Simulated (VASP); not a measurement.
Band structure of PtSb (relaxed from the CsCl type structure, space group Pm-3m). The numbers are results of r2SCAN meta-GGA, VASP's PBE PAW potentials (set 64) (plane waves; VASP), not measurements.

Unless said otherwise, spin-orbit coupling is left out, though it shifts the bands of the heavy elements here.

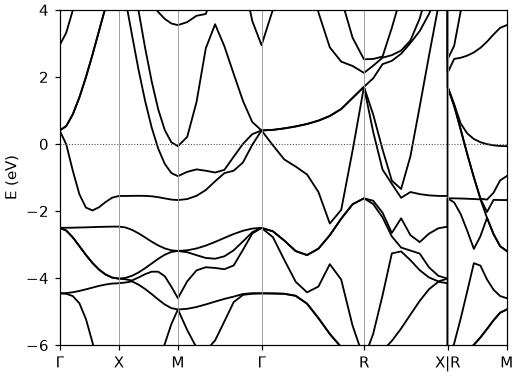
Figure. Bands along high-symmetry lines, zero at the valence-band maximum or, without a gap, the Fermi level

### Question
Read the plot: is there a gap, and where are the band edges?

### Answer
It has no gap at this level: it comes out as a metal or semimetal.

The structure was generated: PtSb was put into the CsCl type type (Pm-3m), which need not be its known phase. It was relaxed first, which changed the volume by -14 %. The electron count is odd and the run is not spin-polarised, which forces a metal.
